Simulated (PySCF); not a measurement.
Run report: C₅H₈OSi, NMR shielding calculation

- system: C₅H₈OSi
- method: GIAO PBE0/pcSseg-1 NMR shielding, non-relativistic, gas phase (PySCF 2.14.0)

The geometry comes from this level: GFN2-xTB. Figures and captions count atoms from 1; the log counts them from 0 in places.

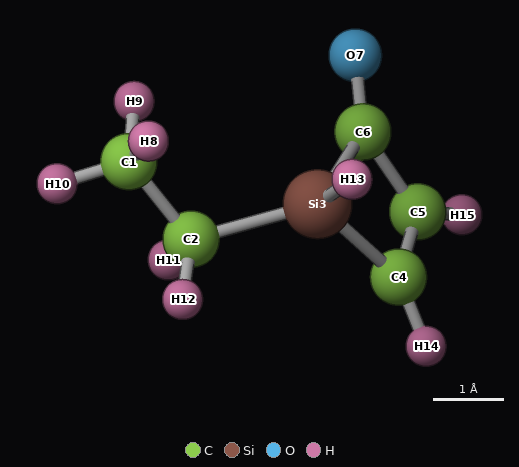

Fig. 1: The structure (ball-and-stick view, seen at a tilt; atoms are numbered from 1 in the order of the input). Bond lengths as drawn: C–C 1.34 to 1.53 Å, C–H 1.08 to 1.09 Å, C–O 1.20 Å, C–Si 1.90 to 1.96 Å and H–Si 1.47 Å.

Results in brief

- outcome: converged
- total energy: −559.536747 hartree
- HOMO: −6.56 eV
- LUMO: −1.62 eV
- dipole moment: 3.36 D
- isotropic shielding, C: −38.6 to 177.6 ppm
- isotropic shielding, Si: 333.8 ppm
- isotropic shielding, O: −430.0 ppm
- isotropic shielding, H: 22.3 to 30.7 ppm
- hardware: 1 CPU thread, shared host
- wall time: 23 s
- peak memory: 0.75 GiB

The input
```
{"job": {"kind": "nmr", "xc": "PBE0", "basis": "pcSseg-1"}, "charge": 0, "multiplicity": 1}
C      2.289873    -0.438423    -0.523803
C      1.044938     0.376359    -0.868601
Si    -0.173705     0.485079     0.586897
C     -1.966259     0.998136     0.190365
C     -2.539563    -0.175340     0.505825
C     -1.390759    -1.008587     0.920034
O     -1.349100    -2.149959     1.303731
H      2.820290     0.004268     0.315822
H      2.018699    -1.456119    -0.254520
H      2.970841    -0.478658    -1.371956
H      0.554332    -0.072772    -1.734770
H      1.348529     1.381369    -1.168603
H      0.429263     1.131589     1.755159
H     -2.483859     1.878366    -0.155713
H     -3.577933    -0.467319     0.478221
```

The first line tells a small driver script what to run in PySCF; the rest is the geometry in Å.

Run as:
```bash
OMP_NUM_THREADS=1 python <driver script> task.json out
```

What the program printed
```
coarse grid: 13104 points
cycle   1  E = -559.3523237676  dE =  8.971e-01  |g| = 7.844e-01  |ddm| = 3.537e+00
cycle   2  E = -558.9060405594  dE =  4.463e-01  |g| = 1.669e+00  |ddm| = 2.575e+00
cycle   3  E = -559.4725137717  dE = -5.665e-01  |g| = 2.118e-01  |ddm| = 2.088e+00
cycle   4  E = -559.4825798716  dE = -1.007e-02  |g| = 7.627e-02  |ddm| = 2.404e-01
cycle   5  E = -559.4838453500  dE = -1.265e-03  |g| = 2.785e-02  |ddm| = 8.143e-02
cycle   6  E = -559.4840251743  dE = -1.798e-04  |g| = 8.295e-03  |ddm| = 2.740e-02
cycle   7  E = -559.4840434728  dE = -1.830e-05  |g| = 2.016e-03  |ddm| = 1.008e-02
cycle   8  E = -559.4840443486  dE = -8.759e-07  |g| = 5.701e-04  |ddm| = 3.141e-03
final grid: 122152 points
cycle   9  E = -559.5367126996  dE = -8.376e-06  |g| = 1.279e-02  |ddm| = 2.296e-02
cycle  10  E = -559.5366161445  dE =  9.656e-05  |g| = 2.563e-02  |ddm| = 2.926e-02
cycle  11  E = -559.5367451883  dE = -1.290e-04  |g| = 2.691e-03  |ddm| = 2.160e-02
cycle  12  E = -559.5367468194  dE = -1.631e-06  |g| = 2.302e-04  |ddm| = 2.309e-03
cycle  13  E = -559.5367468268  dE = -7.454e-09  |g| = 1.339e-04  |ddm| = 3.054e-04
cycle  14  E = -559.5367468313  dE = -4.424e-09  |g| = 3.843e-05  |ddm| = 1.296e-04
cycle  15  E = -559.5367468316  dE = -3.431e-10  |g| = 1.308e-05  |ddm| = 4.566e-05
```

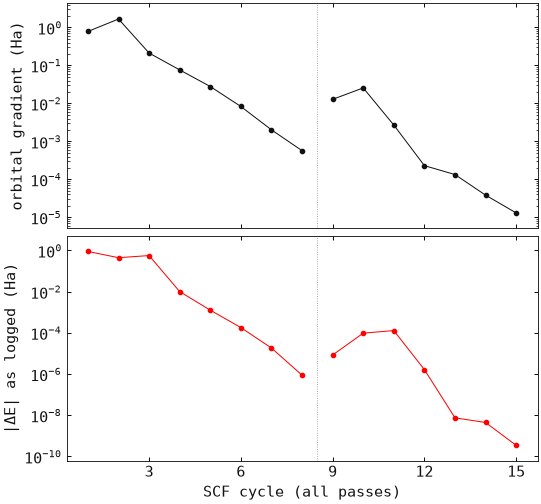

Fig. 2: Convergence of the self-consistent field: orbital gradient and size of the energy change against the SCF cycle. The dotted line marks the change from a coarse to the final integration grid. The first 8 cycles use a coarse grid, the final grid takes over at cycle 9, and the field converges after 15 cycles in all.

```
converged SCF energy = -559.5367468316

GIAO shielding tensors (ppm)
atom      isotropic    diamagn.    paramagn.     s11        s22        s33       span
  0 C      177.578     246.228     -68.650    171.793    172.765    188.176     16.383
  1 C      175.803     252.929     -77.126    171.124    172.513    183.773     12.649
  2 Si     333.817     879.738    -545.921    259.109    335.841    406.502    147.393
  3 C       -4.110     260.186    -264.296   -147.731    -40.124    175.526    323.257
  4 C       13.387     262.940    -249.553    -90.065     15.383    114.841    204.906
  5 C      -38.612     252.869    -291.482   -115.967    -68.553     68.683    184.649
  6 O     -429.962     399.524    -829.486  -1220.849   -373.826    304.790   1525.639
  7 H       30.727      29.174       1.552     26.497     28.814     36.870     10.373
  8 H       30.557      30.088       0.468     25.576     29.181     36.914     11.339
  9 H       30.272      27.763       2.508     25.264     27.774     37.777     12.513
 10 H       30.569      32.245      -1.675     26.253     29.322     36.133      9.880
 11 H       30.528      30.819      -0.291     25.660     29.027     36.897     11.237
 12 H       26.271      29.029      -2.758     24.048     25.216     29.550      5.501
 13 H       22.295      31.057      -8.762     14.577     25.830     26.480     11.903
 14 H       24.178      31.467      -7.289     21.892     24.493     26.150      4.259
```

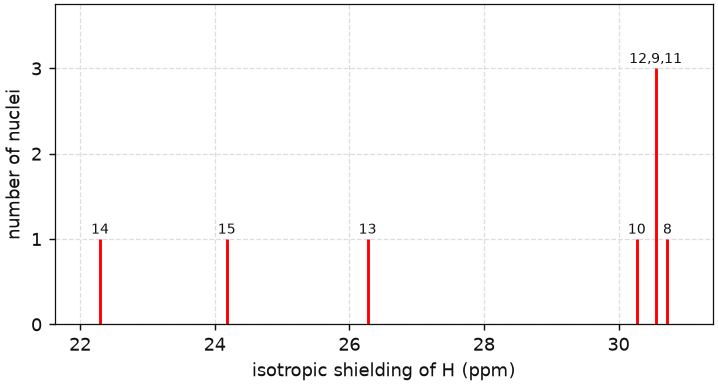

Fig. 3: Isotropic shieldings of the hydrogen nuclei in this fixed geometry, labelled by atom number; shielding grows to the right, so chemical shift grows to the left. The least shielded is H14 (22.3 ppm), the most shielded H8 (30.7 ppm).

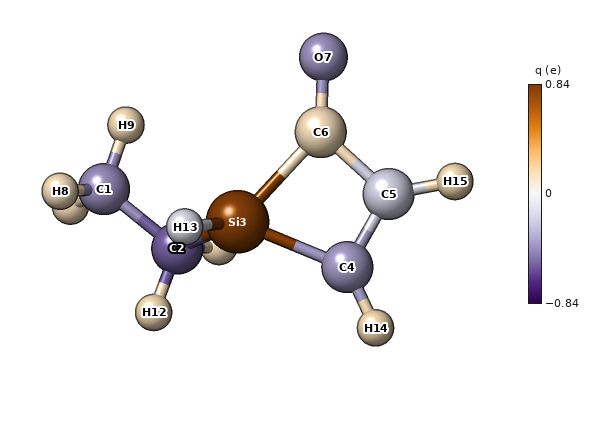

Fig. 4: IAO charges, as the colour of each atom (ball-and-stick view, seen at a tilt; atoms are numbered from 1 in the order of the input). By element: C −0.53 to +0.14, Si +0.80, O −0.39 and H −0.12 to +0.16 e.
